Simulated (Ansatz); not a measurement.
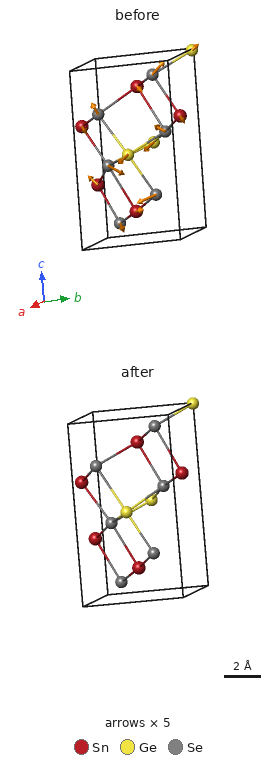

The structure of crystalline Sn2GeSe3 (a generated structure, set up in P1) (coarse preliminary run) before (top) and after (bottom) a relaxation, at one scale. The orange arrows give the displacements (the part carried along by the change of the cell is left out), 5 times their true length.

Style: ball-and-stick. Shown: the cell of the calculation, slightly off an axis.

Method: Ansatz, DFT PBE, scalar-relativistic, plane waves, PAW. Settings: plane-wave cutoff 420 eV; k-point mesh 6 × 6 × 6; occupations gaussian; smearing width 0.2 eV; no spin polarisation; cell and atoms relaxed; force threshold 0.025 eV/Å; at most 60 steps.

Question: What changed between the two?

Answer: The run was cut off at its time limit before the relaxation converged, so the last structure is only a point on the way. The largest move relative to the cell is that of a Se atom, 0.26 Å roughly along [2 −1 0]. Largest moves by element: Se 0.26 Å, Ge 0.21 Å, Sn 0.17 Å. The volume changes by +2.1 %, with a 4.262 → 4.182 Å (−1.9 %), b 7.178 → 7.277 Å (+1.4 %), c 10.930 → 11.132 Å (+1.8 %), α 75.7° → 77.5°, β 79.0° → 79.1°, γ 73.2° → 73.3°. Some distances before and after: Se–Sn 2.527 → 2.883 Å, Se–Sn 3.265 → 2.947 Å, Ge–Se 2.888 → 3.154 Å, Se–Sn 2.835 → 3.098 Å. Among the angles between lasting bonds that change: Sn–Se–Sn 75.0° → 84.9°, Sn–Se–Sn 99.2° → 89.8°, Se–Sn–Se 166.7° → 175.5°. The space group stays P1 (No. 1). The energy falls by 1.077 eV per cell of the calculation in 2 geometry steps. The largest force component goes from 2.2 to 0.19 eV/Å. Pressure: 2.33 GPa at the start and 0.11 GPa at the end. The run took 9.5 min on 1 thread of AMD EPYC 9R45 96-Core Processor (Zen 5) (shared host), peak memory 2.4 GiB.
